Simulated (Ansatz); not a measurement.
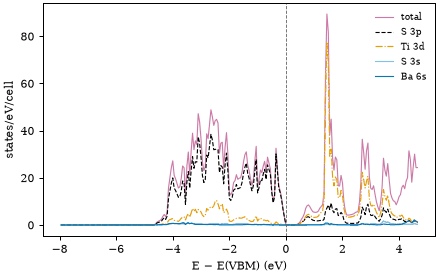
*Total and projected density of states of BaTiS$_{3}$ in space group P6_3cm (No. 185; Pearson symbol hP30), plane-wave PAW PBE (Ansatz code)*

**Question.** Which orbitals carry the states next to the gap?

**Answer.** Top 1 eV of the valence band: S 3p 90 %, Ti 3d 6 %. Bottom 1 eV of the conduction band: Ti 3d 58 %, S 3p 37 %. Projections are on Löwdin-orthogonalised atomic valence shells; empty p or d shells of many metals are not among them.

**Question.** Where is the tallest occupied peak in this window, and what makes it?

**Answer.** Near -2.7 eV, about 49 states/eV per cell; the largest projected share is S 3p.

The start of the workflow was typed in or built on a structure type; neither database checked (COD, Materials Project) lists it. COD files the formula under space group No. 194, so this cell is another polymorph or a model. Whether it is the stable phase at ambient conditions was not checked. The PBE relaxation kept the symmetry of its start; whether a distortion lowers the energy is not shown. The workflow began spin-polarised and lost its moments. Scalar-relativistic: spin–orbit coupling is off unless named, which matters more the heavier the elements.

Potentials: the later of the program's two PAW sets.
